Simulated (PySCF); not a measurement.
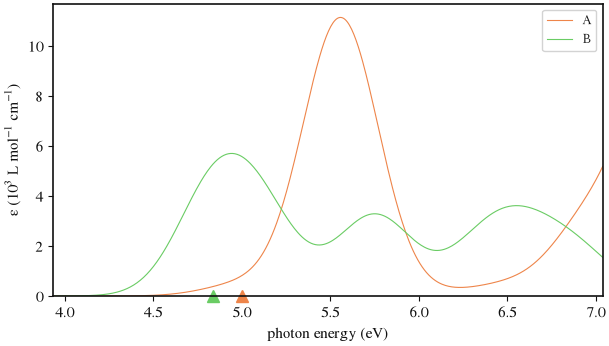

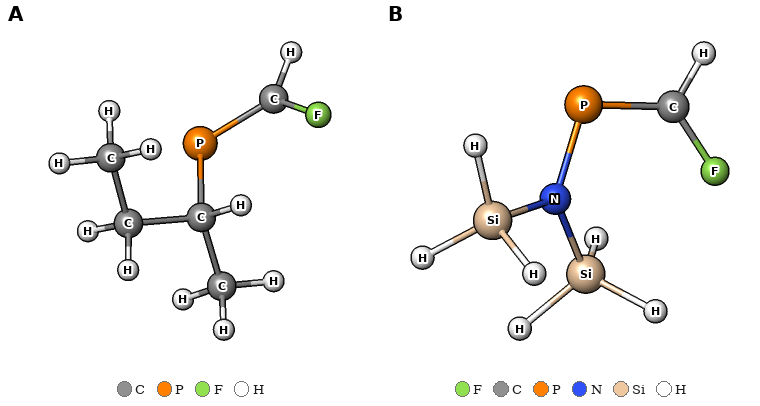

Related molecules: A is C₅H₁₀FP, SMILES CC[C@@H](C)/P=C\F; B is CH₇FNPSi₂, SMILES F/C=P\N([SiH3])[SiH3]. Vertical TDDFT absorption, CAM-B3LYP/def2-SVPD, PySCF 2.14.0, at a GFN2-xTB geometry (no frequency check); Gaussians of 1/e half-width 0.30 eV, triangles mark S1, and the range ends where the computed states of one molecule run out.

How does the lowest singlet move?

A: 5.00 eV (f = 0.009, mainly HOMO−1 → LUMO (97 %)); B: 4.84 eV (f = 0.072, mainly HOMO → LUMO (70 %)). From A to B it shifts 0.17 eV to the red; the leading orbital pair differs.

And the brightest state of each within the range drawn?

A: S2 at 5.56 eV, f = 0.21; B: S1 at 4.84 eV, f = 0.07.

Caveats, for all or some of the runs: core orbitals are frozen in the response; one conformer of a flexible molecule; the tight-binding geometry is rougher than a DFT one and adds to the error.
